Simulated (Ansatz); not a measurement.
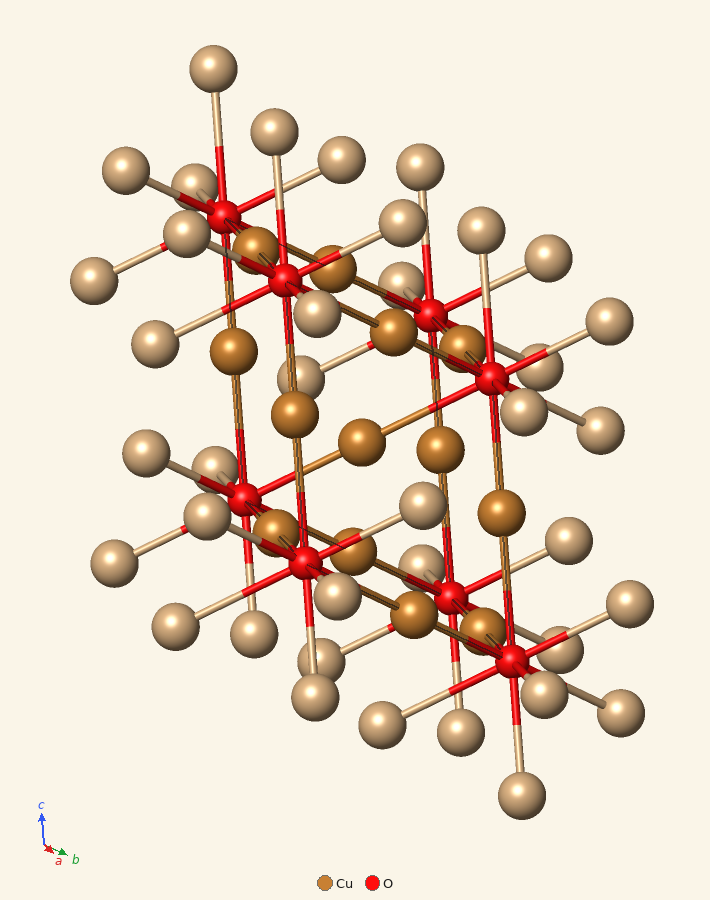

We look at a ball-and-stick model of the crystal slightly off an axis. The wireframe shows the simulation cell. Neighbours across the faces are drawn wherever a bond reaches them, in fainter colours.

```yaml
crystal:
  lattice:
    - [-2.53014, 2.53014, 2.53014]
    - [2.53014, -2.53014, 2.53014]
    - [2.53014, 2.53014, -2.53014]
  atoms:
    - { symbol: Cu, position: [0.00000, 0.00000, 0.52507] }
    - { symbol: Cu, position: [0.52507, 0.00000, 0.00000] }
    - { symbol: Cu, position: [0.00000, 0.52507, 0.00000] }
    - { symbol: Cu, position: [0.47493, 0.47493, 0.47493] }
    - { symbol: O, position: [0.00000, 0.00000, 0.00000] }
```

The numbers come from DFT PBE, scalar-relativistic, plane waves, PAW (Ansatz), using a basis cut at 420 eV, 10×10×10 k-points, Gaussian smearing of 0.1 eV, no spin polarisation.

**What net charge does each kind of atom have (Bader)?**

Cu +0.25 e; O -1.00 e.

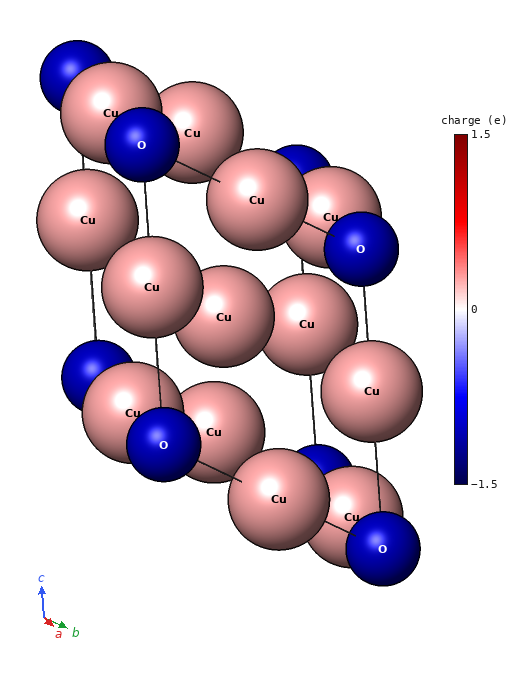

The atoms coloured by those charges.

The initial geometry was a structure type filled with these elements by a generator (whether the compound takes this form wasn't checked). Earlier steps of the study may have refined or changed the cell and positions. It was the input of a calculation with Ansatz.
